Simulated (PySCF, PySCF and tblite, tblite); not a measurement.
# C4H6F2O: conformers and averaged spectra, part 2 of 2

PySCF and tblite. Atoms count from 0. The steps go on from the part before.

### Step 8. Single-point energy, conformer 3: B3LYP/def2-SVP in methanol

The job: settings as JSON, then the geometry in Å.

```
{"job": {"xc": "B3LYP", "basis": "def2-SVP", "solvent": "methanol", "kind": "sp"}, "charge": 0, "multiplicity": 1}
F      2.444453     0.894628     0.791473
C      1.641604     0.055326     0.102043
F      1.638873     0.479906    -1.180947
C      0.224905     0.028700     0.682125
C     -0.772938    -0.804698    -0.130233
C     -1.465323     0.539118    -0.382996
O     -0.513011     1.220273     0.440709
H      2.103569    -0.946777     0.124270
H      0.306089    -0.194783     1.752681
H     -1.347783    -1.520474     0.449802
H     -0.355424    -1.284165    -1.011568
H     -2.478034     0.637400     0.013565
H     -1.431367     0.896033    -1.414737
```

Log:

```text
coarse grid: 11328 points
cycle   1  E = -430.3712948955  dE =  9.715e-01  |g| = 8.939e-01  |ddm| = 3.745e+00
cycle   2  E = -430.1714776566  dE =  1.998e-01  |g| = 1.396e+00  |ddm| = 1.866e+00
cycle   3  E = -430.5091486793  dE = -3.377e-01  |g| = 8.390e-02  |ddm| = 1.198e+00
cycle   4  E = -430.5102263957  dE = -1.078e-03  |g| = 4.650e-02  |ddm| = 9.687e-02
cycle   5  E = -430.5106381574  dE = -4.118e-04  |g| = 8.923e-03  |ddm| = 4.044e-02
cycle   6  E = -430.5106506637  dE = -1.251e-05  |g| = 3.202e-03  |ddm| = 9.111e-03
cycle   7  E = -430.5106528650  dE = -2.201e-06  |g| = 2.776e-04  |ddm| = 3.134e-03
final grid: 111480 points
cycle   8  E = -430.5821653636  dE = -3.420e-05  |g| = 6.931e-03  |ddm| = 3.293e-02
cycle   9  E = -430.5821547225  dE =  1.064e-05  |g| = 1.037e-02  |ddm| = 1.350e-02
cycle  10  E = -430.5821750571  dE = -2.033e-05  |g| = 7.675e-04  |ddm| = 8.123e-03
cycle  11  E = -430.5821751794  dE = -1.224e-07  |g| = 1.670e-04  |ddm| = 8.558e-04
cycle  12  E = -430.5821751842  dE = -4.710e-09  |g| = 6.001e-05  |ddm| = 1.753e-04
cycle  13  E = -430.5821751847  dE = -5.792e-10  |g| = 1.641e-05  |ddm| = 5.879e-05
converged SCF energy = -430.5821751847
```

Run time: 5.7 s. Hardware: 1 thread of Arm Neoverse V1, shared host; peak memory 0.58 GiB.

In short: HOMO -7.09 eV, LUMO 1.78 eV; dipole 4.17 D.

### Step 9. Couplings, conformer 1: B3LYP/pcJ-1+6-31G*

The job: settings as JSON, then the geometry in Å.

```
{"job": {"xc": "B3LYP", "basis": {"default": "6-31G*", "H": "pcJ-1", "F": "pcJ-1"}, "nuclei": ["H", "F", "P", "Si", "B"], "kind": "j"}, "charge": 0, "multiplicity": 1}
F      1.600659     0.760915    -1.116357
C      1.652717     0.127778     0.077199
F      2.442274    -0.958646    -0.106980
C      0.265524    -0.299656     0.561177
C     -0.776491    -0.616647    -0.517609
C     -1.501815     0.619200     0.023613
O     -0.493521     0.810062     1.028016
H      2.143075     0.799185     0.797671
H      0.409184    -1.060316     1.338250
H     -1.297398    -1.559142    -0.378873
H     -0.415661    -0.534729    -1.538878
H     -2.481141     0.440643     0.472180
H     -1.551796     1.471839    -0.657136
```

Log:

```text
coarse grid: 11328 points
cycle   1  E = -430.7943172307  dE =  1.005e+00  |g| = 8.962e-01  |ddm| = 3.126e+00
cycle   2  E = -430.5776213512  dE =  2.167e-01  |g| = 1.450e+00  |ddm| = 1.580e+00
cycle   3  E = -430.9304741138  dE = -3.529e-01  |g| = 9.743e-02  |ddm| = 1.059e+00
cycle   4  E = -430.9317814497  dE = -1.307e-03  |g| = 6.079e-02  |ddm| = 1.105e-01
cycle   5  E = -430.9324438639  dE = -6.624e-04  |g| = 1.101e-02  |ddm| = 4.461e-02
cycle   6  E = -430.9324616316  dE = -1.777e-05  |g| = 4.301e-03  |ddm| = 1.068e-02
cycle   7  E = -430.9324655367  dE = -3.905e-06  |g| = 3.904e-04  |ddm| = 3.762e-03
final grid: 111480 points
cycle   8  E = -430.9118794807  dE = -9.684e-05  |g| = 7.600e-03  |ddm| = 1.951e-02
cycle   9  E = -430.9118687734  dE =  1.071e-05  |g| = 1.093e-02  |ddm| = 1.267e-02
cycle  10  E = -430.9118910063  dE = -2.223e-05  |g| = 9.610e-04  |ddm| = 7.237e-03
cycle  11  E = -430.9118911609  dE = -1.545e-07  |g| = 3.549e-04  |ddm| = 1.042e-03
cycle  12  E = -430.9118911847  dE = -2.381e-08  |g| = 1.053e-04  |ddm| = 3.337e-04
cycle  13  E = -430.9118911864  dE = -1.754e-09  |g| = 2.571e-05  |ddm| = 8.225e-05
cycle  14  E = -430.9118911865  dE = -1.048e-10  |g| = 5.973e-06  |ddm| = 1.942e-05
converged SCF energy = -430.9118911865

Indirect spin-spin couplings (Hz)
  i      j    bonds     total        FC       PSO       DSO        SD
  0 F    2 F    2    260.441    53.430   119.663    -0.496    87.844
  0 F    7 H    2     66.059    69.406     0.915    -0.770    -3.493
  0 F    8 H    3     23.162    24.754     0.499    -1.961    -0.129
  0 F    9 H    4      2.187     2.745     0.748    -1.188    -0.118
  0 F   10 H    4      2.642     2.795    -1.716     1.700    -0.137
  0 F   11 H    5     -0.445     0.006     0.895    -1.276    -0.070
  0 F   12 H    5      0.317     0.230    -0.534     0.591     0.030
  2 F    7 H    2     59.061    62.123     1.332    -0.912    -3.482
  2 F    8 H    3      2.700     1.978     0.940     0.513    -0.730
  2 F   11 H    5      0.977     1.247     1.021    -1.308     0.016
  2 F   12 H    5     -0.448    -0.154     0.929    -1.173    -0.050
  7 H    8 H    3      0.294     0.376     0.283    -0.365         -
  7 H    9 H    4     -0.630    -0.061     1.314    -1.882         -
  7 H   10 H    4     -0.867    -0.357     1.239    -1.750         -
  7 H   11 H    5     -0.541    -0.058     1.047    -1.530         -
  7 H   12 H    5     -0.196     0.066     0.543    -0.805         -
  8 H    9 H    3      9.124     8.958    -0.193     0.359         -
  8 H   10 H    3      4.791     5.473     1.348    -2.030         -
  8 H   11 H    4     -1.125    -0.711     0.729    -1.142         -
  8 H   12 H    4     -0.551     0.339     1.644    -2.534         -
  9 H   10 H    2    -12.530   -12.112     1.794    -2.212         -
  9 H   11 H    3      9.618     9.527     0.033     0.058         -
  9 H   12 H    3      6.391     7.168     1.542    -2.319         -
 10 H   11 H    3      5.452     6.188     1.441    -2.177         -
 10 H   12 H    3      9.658     9.511    -0.162     0.309         -
 11 H   12 H    2     -6.027    -5.504     1.818    -2.340         -
```

Run time: 24 s. Hardware: 1 thread of Arm Neoverse V1, shared host; peak memory 0.84 GiB.

Key values: HOMO -7.19 eV, LUMO 1.28 eV; dipole 1.77 D.

### Step 10. Couplings, conformer 2: B3LYP/pcJ-1+6-31G*

The job: settings as JSON, then the geometry in Å.

```
{"job": {"xc": "B3LYP", "basis": {"default": "6-31G*", "H": "pcJ-1", "F": "pcJ-1"}, "nuclei": ["H", "F", "P", "Si", "B"], "kind": "j"}, "charge": 0, "multiplicity": 1}
F      2.119711     1.056811     0.303722
C      1.622848    -0.200081     0.176800
F      2.558790    -0.906659    -0.492654
C      0.296683    -0.169122    -0.584498
C     -0.728370     0.836806    -0.046774
C     -1.565299    -0.404557     0.276744
O     -0.545290    -1.266641    -0.244782
H      1.518557    -0.634359     1.182323
H      0.504972    -0.125068    -1.659222
H     -1.149103     1.503665    -0.792985
H     -0.390343     1.410294     0.812119
H     -2.496344    -0.506089    -0.284988
H     -1.751199    -0.594514     1.336466
```

Log:

```text
coarse grid: 11328 points
cycle   1  E = -430.7919928873  dE =  1.007e+00  |g| = 8.990e-01  |ddm| = 3.128e+00
cycle   2  E = -430.5764389752  dE =  2.156e-01  |g| = 1.452e+00  |ddm| = 1.589e+00
cycle   3  E = -430.9287517759  dE = -3.523e-01  |g| = 9.797e-02  |ddm| = 1.063e+00
cycle   4  E = -430.9301184979  dE = -1.367e-03  |g| = 5.942e-02  |ddm| = 1.096e-01
cycle   5  E = -430.9307578072  dE = -6.393e-04  |g| = 1.120e-02  |ddm| = 4.413e-02
cycle   6  E = -430.9307762075  dE = -1.840e-05  |g| = 4.381e-03  |ddm| = 1.076e-02
cycle   7  E = -430.9307801414  dE = -3.934e-06  |g| = 4.480e-04  |ddm| = 3.720e-03
final grid: 111480 points
cycle   8  E = -430.9100010126  dE = -9.603e-05  |g| = 8.092e-03  |ddm| = 2.169e-02
cycle   9  E = -430.9099878299  dE =  1.318e-05  |g| = 1.192e-02  |ddm| = 1.304e-02
cycle  10  E = -430.9100135617  dE = -2.573e-05  |g| = 9.764e-04  |ddm| = 7.720e-03
cycle  11  E = -430.9100137296  dE = -1.679e-07  |g| = 3.590e-04  |ddm| = 1.114e-03
cycle  12  E = -430.9100137540  dE = -2.436e-08  |g| = 1.128e-04  |ddm| = 3.415e-04
cycle  13  E = -430.9100137560  dE = -1.997e-09  |g| = 2.477e-05  |ddm| = 8.396e-05
cycle  14  E = -430.9100137561  dE = -1.027e-10  |g| = 5.846e-06  |ddm| = 2.061e-05
converged SCF energy = -430.9100137561

Indirect spin-spin couplings (Hz)
  i      j    bonds     total        FC       PSO       DSO        SD
  0 F    2 F    2    275.836    55.397   129.953    -0.550    91.036
  0 F    7 H    2     61.450    64.623     1.147    -0.792    -3.528
  0 F    8 H    3     -2.005    -1.873     0.441    -0.417    -0.156
  0 F   10 H    4      3.750     2.650     0.154     1.274    -0.328
  0 F   11 H    5     -0.232    -0.131     1.156    -1.265     0.008
  0 F   12 H    5     -0.226    -0.382     0.999    -0.669    -0.173
  2 F    7 H    2     63.122    66.417     1.034    -0.824    -3.504
  2 F    8 H    3     17.835    17.696     0.118     0.578    -0.556
  2 F   10 H    4     -2.582    -1.589     0.362    -1.273    -0.083
  2 F   11 H    5      0.174     0.346     1.080    -1.256     0.005
  2 F   12 H    5      0.461     0.612     0.907    -1.018    -0.041
  7 H    8 H    3      5.623     6.483     1.685    -2.544         -
  7 H    9 H    4     -0.876    -0.354     1.157    -1.680         -
  7 H   11 H    5     -0.477    -0.002     0.916    -1.391         -
  7 H   12 H    5      0.184     0.001    -0.627     0.809         -
  8 H    9 H    3      9.581     9.415    -0.192     0.358         -
  8 H   10 H    3      5.502     6.208     1.385    -2.091         -
  8 H   11 H    4     -1.120    -0.742     0.644    -1.022         -
  8 H   12 H    4     -0.659     0.227     1.638    -2.523         -
  9 H   10 H    2    -13.058   -12.645     1.814    -2.227         -
  9 H   11 H    3      9.760     9.663     0.039     0.058         -
  9 H   12 H    3      6.082     6.846     1.538    -2.302         -
 10 H   11 H    3      6.126     6.880     1.502    -2.256         -
 10 H   12 H    3      9.851     9.724    -0.062     0.189         -
 11 H   12 H    2     -6.433    -5.918     1.841    -2.357         -
```

Run time: 24 s. Hardware: 1 thread of Arm Neoverse V1, shared host; peak memory 0.84 GiB.

Key values: HOMO -7.26 eV, LUMO 1.12 eV; dipole 2.77 D.

### Step 11. Couplings, conformer 3: B3LYP/pcJ-1+6-31G*

The job: settings as JSON, then the geometry in Å.

```
{"job": {"xc": "B3LYP", "basis": {"default": "6-31G*", "H": "pcJ-1", "F": "pcJ-1"}, "nuclei": ["H", "F", "P", "Si", "B"], "kind": "j"}, "charge": 0, "multiplicity": 1}
F      2.444453     0.894628     0.791473
C      1.641604     0.055326     0.102043
F      1.638873     0.479906    -1.180947
C      0.224905     0.028700     0.682125
C     -0.772938    -0.804698    -0.130233
C     -1.465323     0.539118    -0.382996
O     -0.513011     1.220273     0.440709
H      2.103569    -0.946777     0.124270
H      0.306089    -0.194783     1.752681
H     -1.347783    -1.520474     0.449802
H     -0.355424    -1.284165    -1.011568
H     -2.478034     0.637400     0.013565
H     -1.431367     0.896033    -1.414737
```

Log:

```text
coarse grid: 11328 points
cycle   1  E = -430.7873227769  dE =  1.021e+00  |g| = 9.096e-01  |ddm| = 3.133e+00
cycle   2  E = -430.5384198985  dE =  2.489e-01  |g| = 1.519e+00  |ddm| = 1.780e+00
cycle   3  E = -430.9290604063  dE = -3.906e-01  |g| = 1.029e-01  |ddm| = 1.233e+00
cycle   4  E = -430.9305424571  dE = -1.482e-03  |g| = 6.258e-02  |ddm| = 1.160e-01
cycle   5  E = -430.9312679332  dE = -7.255e-04  |g| = 1.120e-02  |ddm| = 4.708e-02
cycle   6  E = -430.9312865454  dE = -1.861e-05  |g| = 4.316e-03  |ddm| = 1.036e-02
cycle   7  E = -430.9312903913  dE = -3.846e-06  |g| = 3.931e-04  |ddm| = 3.629e-03
final grid: 111480 points
cycle   8  E = -430.9091972544  dE = -9.697e-05  |g| = 7.936e-03  |ddm| = 2.284e-02
cycle   9  E = -430.9091845307  dE =  1.272e-05  |g| = 1.169e-02  |ddm| = 1.302e-02
cycle  10  E = -430.9092094526  dE = -2.492e-05  |g| = 1.054e-03  |ddm| = 7.729e-03
cycle  11  E = -430.9092096565  dE = -2.039e-07  |g| = 3.509e-04  |ddm| = 1.218e-03
cycle  12  E = -430.9092096797  dE = -2.326e-08  |g| = 1.050e-04  |ddm| = 3.311e-04
cycle  13  E = -430.9092096814  dE = -1.705e-09  |g| = 2.566e-05  |ddm| = 7.817e-05
cycle  14  E = -430.9092096815  dE = -1.107e-10  |g| = 5.130e-06  |ddm| = 2.049e-05
converged SCF energy = -430.9092096815

Indirect spin-spin couplings (Hz)
  i      j    bonds     total        FC       PSO       DSO        SD
  0 F    2 F    2    256.965    51.521   118.611    -0.500    87.332
  0 F    7 H    2     59.569    62.827     1.162    -0.873    -3.548
  0 F    8 H    3      5.511     4.119     1.603     0.264    -0.475
  0 F    9 H    4      0.376     0.598     0.887    -1.308     0.199
  0 F   10 H    4     -2.713    -1.628     0.228    -1.261    -0.051
  0 F   11 H    5     -0.161     0.150     1.041    -1.325    -0.026
  2 F    7 H    2     60.622    63.591     1.326    -0.765    -3.531
  2 F    8 H    3     20.174    22.254     0.040    -2.009    -0.111
  2 F    9 H    4      0.255     0.265     1.456    -1.332    -0.134
  2 F   10 H    4      2.384     0.972     0.502     1.155    -0.245
  2 F   11 H    5     -0.511     0.012     0.808    -1.285    -0.046
  2 F   12 H    5      0.413     0.454    -0.942     0.801     0.099
  7 H    8 H    3      0.053     0.026     0.064    -0.038         -
  7 H    9 H    4     -0.413    -0.250     0.270    -0.433         -
  7 H   11 H    5     -0.445     0.045     1.109    -1.599         -
  7 H   12 H    5     -0.412    -0.057     0.867    -1.222         -
  8 H    9 H    3      9.690     9.541    -0.115     0.263         -
  8 H   10 H    3      5.229     5.915     1.384    -2.070         -
  8 H   11 H    4     -1.114    -0.684     0.760    -1.190         -
  8 H   12 H    4     -0.635     0.259     1.651    -2.545         -
  9 H   10 H    2    -11.975   -11.542     1.873    -2.305         -
  9 H   11 H    3      9.609     9.517     0.041     0.051         -
  9 H   12 H    3      6.406     7.183     1.546    -2.323         -
 10 H   11 H    3      5.088     5.826     1.460    -2.198         -
 10 H   12 H    3      9.506     9.360    -0.146     0.293         -
 11 H   12 H    2     -6.016    -5.500     1.801    -2.316         -
```

Wall time 24 s (1 thread of Arm Neoverse V1, shared host); peak memory 0.84 GiB.

In short: HOMO -7.12 eV, LUMO 1.18 eV; dipole 3.54 D.

### Step 12. Averages: properties at WP04/pcSseg-1 in methanol

The job: settings as JSON, then the geometry in Å.

```
{"job": {"study": "conf", "smiles": "FC(F)[C@@H]1CCO1", "search": {"seed": 104, "n_embed": 60, "ff_keep": 14, "window": 3.0, "nmax": 10, "temps": [200, 250, 298.15, 350, 400], "t_ref": 298.15, "order": 0.001}, "level": {"nmr": {"xc": "WP04", "basis": "pcSseg-1", "solvent": "methanol"}, "sp": {"xc": "B3LYP", "basis": "def2-SVP", "solvent": "methanol"}, "j": {"xc": "B3LYP", "basis": {"default": "6-31G*", "H": "pcJ-1", "F": "pcJ-1"}, "nuclei": ["H", "F", "P", "Si", "B"]}}, "kind": "conf"}, "charge": 0, "multiplicity": 1}
F      1.600659     0.760915    -1.116357
C      1.652717     0.127778     0.077199
F      2.442274    -0.958646    -0.106980
C      0.265524    -0.299656     0.561177
C     -0.776491    -0.616647    -0.517609
C     -1.501815     0.619200     0.023613
O     -0.493521     0.810062     1.028016
H      2.143075     0.799185     0.797671
H      0.409184    -1.060316     1.338250
H     -1.297398    -1.559142    -0.378873
H     -0.415661    -0.534729    -1.538878
H     -2.481141     0.440643     0.472180
H     -1.551796     1.471839    -0.657136
```

Log:

```text
conformer  sym    E(xTB)   E(DFT)   G(298.15 K)  weight  dipole/D
    1     C1      0.000    0.000    0.000   0.5390    1.924
    2     C1      0.171    1.022    0.944   0.1096    3.106
    3     C1      2.583    0.319    0.253   0.3514    4.171

mean shielding (ppm) by class
class atoms           200 K      250 K   298.15 K      350 K      400 K
  0 F  0            326.111    325.956    325.843    325.747    325.674
  1 C  1               48.3     48.214     48.137     48.065     48.004
  2 F  2            328.327    328.295    328.193    328.059    327.927
  3 C  3             88.505     88.499     88.491     88.482     88.473
  4 C  4            149.056    148.937    148.849    148.776    148.721
  5 C  5             99.463     99.496     99.519     99.539     99.554
  6 O  6            288.336    288.432    288.471    288.484    288.482
  7 H  7             25.665     25.663      25.66     25.656     25.653
  8 H  8             27.011     27.008     27.006     27.005     27.004
  9 H  9             29.021     29.019     29.018     29.016     29.015
 10 H  10            29.113     29.126     29.135     29.142     29.147
 11 H  11            27.219     27.219      27.22      27.22     27.221
 12 H  12             27.23      27.23      27.23      27.23      27.23
```

It took 2.3 min on 1 thread of Arm Neoverse V1, shared host. This counts the runs that the step sums up.

The search (ETKDG and KDG, MMFF94s, GFN2-xTB) embedded 60 structures, kept 3 distinct ones after the force field and 3 after xTB; 3 were carried on (window 3.0 kcal/mol at the search's own energies). Energies: B3LYP/def2-SVP in methanol with D3(BJ).

The conformers at 298 K:

```
no.  group  mirror pair  ΔE xTB  ΔE DFT    ΔG  weight (%)  μ (D)  F0–C1–C3–O6 (°)     A, B, C (GHz)
  1     C1           no    0.00    0.00  0.00        53.9   1.92              -74  5.29, 1.87, 1.80
  2     C1           no    0.17    1.02  0.94        11.0   3.11             -153  5.34, 1.91, 1.53
  3     C1           no    2.58    0.32  0.25        35.1   4.17               71  5.17, 1.97, 1.84
```

Energies in kcal/mol. ΔG holds xTB vibrations and rotation, symmetry numbers and mirror pairs.

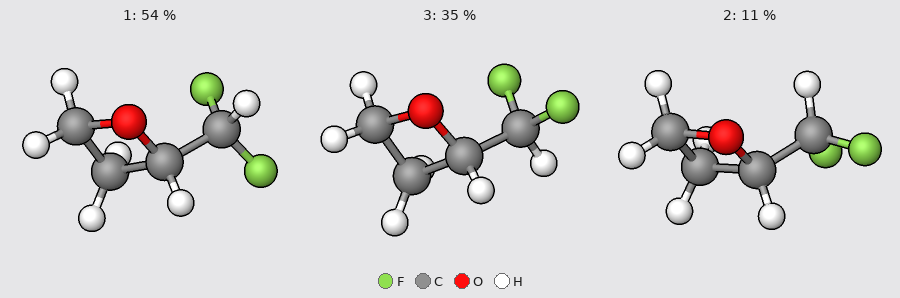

The conformers with their weights.

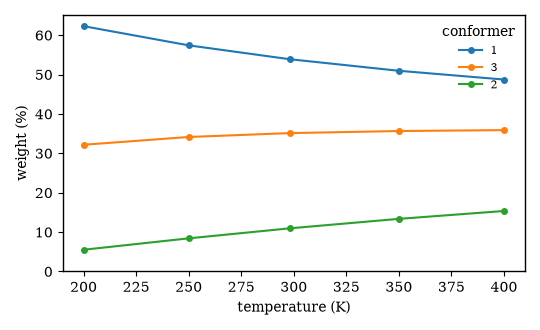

Weights against temperature.

Other ways of weighting, at the same temperature:

```
                                  scheme    1   3    2  mean μ (D)
                         DFT free energy   54  35   11        2.84
            DFT energy, symmetry counted   57  33   10        2.79
                        DFT energy alone   57  33   10        2.79
            xTB energy, symmetry counted   57   1   43        2.44
                         xTB free energy   54   1   46        2.48
                   lowest conformer only  100   0    0        1.92
                           equal weights   33  33   33        3.07
conformers found from three starts alone    0   0  100        3.11
```

Shifts against references run at the same level (13C TMS 175.9, 1H TMS 31.98 ppm of shielding), by class of atoms, at 298 K:

```
atoms                          environment      no. 1      no. 3      no. 2    average
   C1                 sp3 CH bonded to 2 F      127.5      127.4      130.5      127.8
   C3                   sp3 CH bonded to O       87.5       87.2       87.9       87.4
   C5                  sp3 CH2 bonded to O       76.7       76.0       76.0       76.4
   C4                    sp3 CH2 in a ring       26.0       28.3       28.5       27.1
   H7  hydrogen on an sp3 CH bonded to 2 F       6.37       6.16       6.57       6.32
   H8    hydrogen on an sp3 CH bonded to O       4.95       5.00       5.00       4.97
  H11   hydrogen on an sp3 CH2 bonded to O       4.76       4.75       4.75       4.76
  H12   hydrogen on an sp3 CH2 bonded to O       4.74       4.76       4.73       4.75
   H9     hydrogen on an sp3 CH2 in a ring       2.94       2.98       2.99       2.96
  H10     hydrogen on an sp3 CH2 in a ring       2.98       2.65       2.76       2.84
   F0              fluorine of a CF2 group  327.2 (σ)  324.3 (σ)  323.9 (σ)  325.8 (σ)
   F2              fluorine of a CF2 group  325.6 (σ)  335.4 (σ)  317.9 (σ)  328.2 (σ)
   O6                         ether oxygen  286.4 (σ)  292.5 (σ)  285.7 (σ)  288.5 (σ)
```

Couplings (Hz, B3LYP/pcJ-1+6-31G*; one pair named for each class), from conformers that hold 100 % of the weight:

```
   pair  bonds  no. 1  no. 3  no. 2  average
  F0–F2      2  260.4  257.0  275.8    260.9
  F0–H7      2   66.1   59.6   61.5     63.3
  F2–H7      2   59.1   60.6   63.1     60.0
 H9–H10      2  -12.5  -12.0  -13.1    -12.4
H11–H12      2   -6.0   -6.0   -6.4     -6.1
  F0–H8      3   23.2    5.5   -2.0     14.2
  F2–H8      3    2.7   20.2   17.8     10.5
 H9–H11      3    9.6    9.6    9.8      9.6
H10–H12      3    9.7    9.5    9.8      9.6
  H8–H9      3    9.1    9.7    9.6      9.4
 H9–H12      3    6.4    6.4    6.1      6.4
H10–H11      3    5.5    5.1    6.1      5.4
 H8–H10      3    4.8    5.2    5.5      5.0
  F0–H9      4    2.2    0.4    0.0      1.3
 H8–H11      4   -1.1   -1.1   -1.1     -1.1
 F0–H10      4    2.6   -2.7    3.8      0.9
 H8–H12      4   -0.6   -0.6   -0.7     -0.6
  H7–H9      4   -0.6   -0.4   -0.9     -0.6
 F2–H10      4    0.0    2.4   -2.6      0.6
```

Effective distances for nuclear Overhauser effects, ⟨r⁻⁶⟩^(−1/6) over all pairs of two classes (Å): H9···H10 1.78; H11···H12 1.79; H9···H11 2.47; H10···H12 2.47; H8···H9 2.48; H7···H8 2.61; H7···H10 3.04; H8···H10 3.04.

### Step 13. What came out

This closing draws on all 2 parts.

| quantity | value |
| --- | --- |
| conformers | 3; the first in weight is no. 1 (C1), 54 % at 298 K |
| root-mean-square dipole | 3.03 D |
| averaged 13C shifts (WP04/pcSseg-1 in methanol) | 127.8, 87.4, 76.4, 27.1 ppm |
| averaged 1H shifts (WP04/pcSseg-1 in methanol) | 6.32, 4.97, 4.76, 4.75, 2.96, 2.84 ppm |

What this shows: At 298 K conformer 1 holds 54 % of the ensemble (62 % at 200 K, 49 % at 400 K). Among conformers over 5 %, H7 differs by 0.41 ppm, while the average moves by 0.01 ppm from 200 to 400 K. Among vicinal couplings, F0–H8 differs most between the conformers listed (23.2 for no. 1, 5.5 for no. 3, -2.0 for no. 2; average 14.2 Hz).
